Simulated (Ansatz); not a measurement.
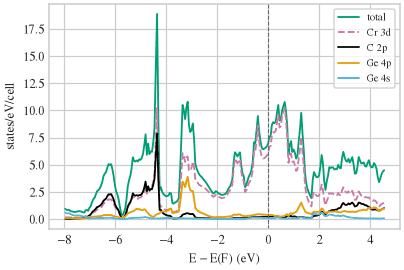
*Total and projected density of states of Cr2GeC in space group P6_3/mmc (No. 194; Cr on 4f, Ge on 2d, C on 2a), plane-wave PAW PBEsol (Ansatz code)*

### Question
Which orbitals carry the states next to the Fermi level?

### Answer
Within 0.5 eV of the Fermi level: Cr 3d 89 %. Projections are on Löwdin-orthogonalised atomic valence shells; empty p or d shells of many metals are not among them.

### Question
Where is the tallest occupied peak in this window, and what makes it?

### Answer
Near -4.3 eV, about 19 states/eV per cell; the largest projected share is Cr 3d.

The first step of the workflow began from a Materials Project structure, measured or hypothetical; the Crystallography Open Database copy checked does not list it. Its standing as an ambient phase is unchecked. Symmetry was held in the PBEsol relaxation; its stability against distortions is not shown here. The workflow began spin-polarised and lost its moments. Spin–orbit coupling is left out wherever it is not named.

Potentials: the later of the program's two PAW sets.
